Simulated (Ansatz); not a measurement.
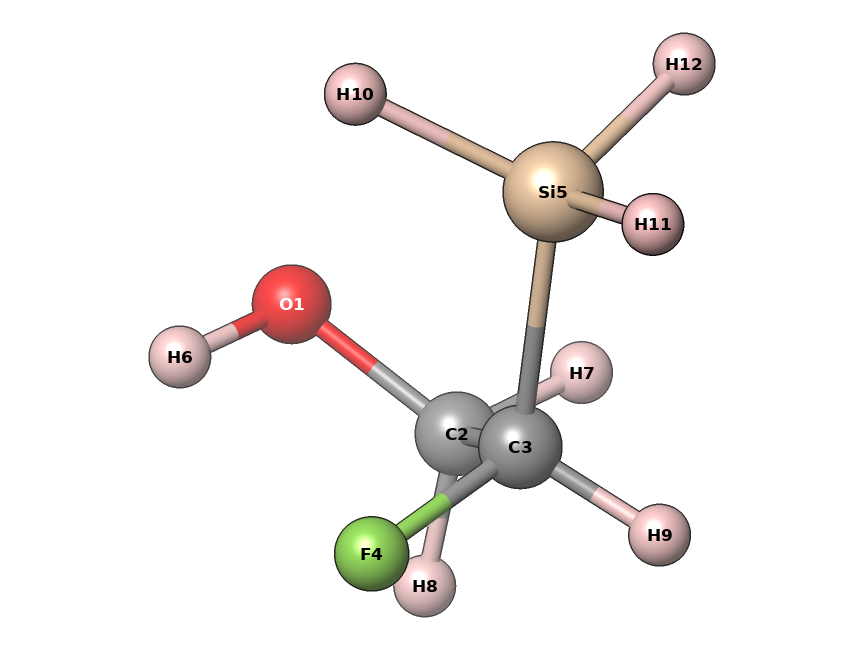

C2 lies behind C3. The molecule seen a little off the C3–C2 bond, C3 in front. Depth is shown by fading: the farther an atom, the more it takes the colour of the background. The geometry was computed by an optimisation with PBE0-D4/def2-TZVP. No frequency run is at hand to confirm it as a minimum.

Question: What is the torsion angle Si5–C3–C2–O1? The sign is positive where the front bond must turn clockwise to cover the back bond.

Answer: −49°, synclinal (gauche). The bonds about C3–C2 are staggered.
